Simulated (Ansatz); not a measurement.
**A computed series for hypothetical rock salt SbP: pressure series**

Take SbP in the rock salt structure (space group Fm-3m, No. 225; a hypothetical phase, not in the database extracts checked) as the base.

```xyz
2
Lattice="0.0000 2.8003 2.8003 2.8003 0.0000 2.8003 2.8003 2.8003 0.0000" Properties=species:S:1:pos:R:3 pbc="T T T"
P      0.0000     0.0000     0.0000
Sb     2.8003     2.8003     2.8003
```

Cell and atoms are relaxed at each pressure.

Method: r2SCAN, PAW, 500 eV (Ansatz, a quantum-chemistry and plane-wave program; no spin-orbit coupling).

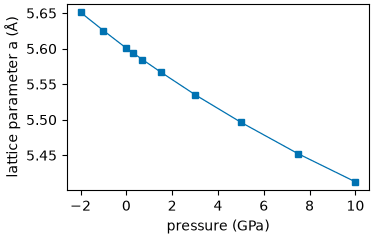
Fig. 1. Lattice parameter a against pressure

**Question.** From the plot, what is the lattice parameter a for pressure 5 GPa?

**Answer.** About 5.50 Å.

**Question.** Is the trend monotonic over the range shown?

**Answer.** Yes, it falls throughout, spanning 10.228 bohr to 10.679 bohr.

Load acts through the strain it causes; cell and atoms are relaxed under it. Whether these cells are dynamically stable was not tested. Competing high-pressure phases were not computed. The final runs are not spin-polarised.
